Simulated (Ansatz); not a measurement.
**Pressure series in Mg**

Take Mg in the hcp (Mg type) structure (space group P6_3/mmc, No. 194; a = 3.167 Å, c = 5.189 Å) as the base.

Cell and atoms are relaxed at each pressure.

Method: Ansatz (an electronic-structure program), PBEsol, PAW, cutoff 420 eV, without spin-orbit coupling.

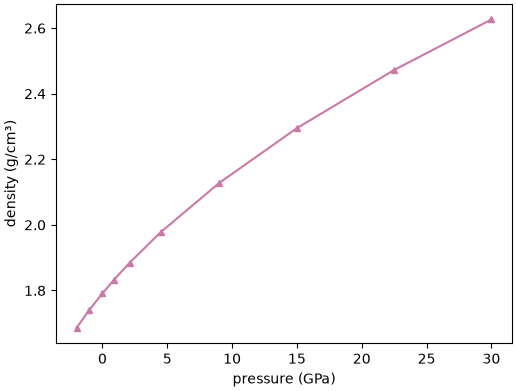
Fig. 1. Density against pressure

**Question.** From the plot, what is the density for pressure 15 GPa?

**Answer.** About 2.30 g/cm³.

**Question.** Is the trend monotonic over the range shown?

**Answer.** Yes, it rises throughout, spanning 1.69 g/cm³ to 2.63 g/cm³.

Load acts through the strain it causes; cell and atoms are relaxed under it. Stability against distortions was not tested. Competing high-pressure phases were not computed.
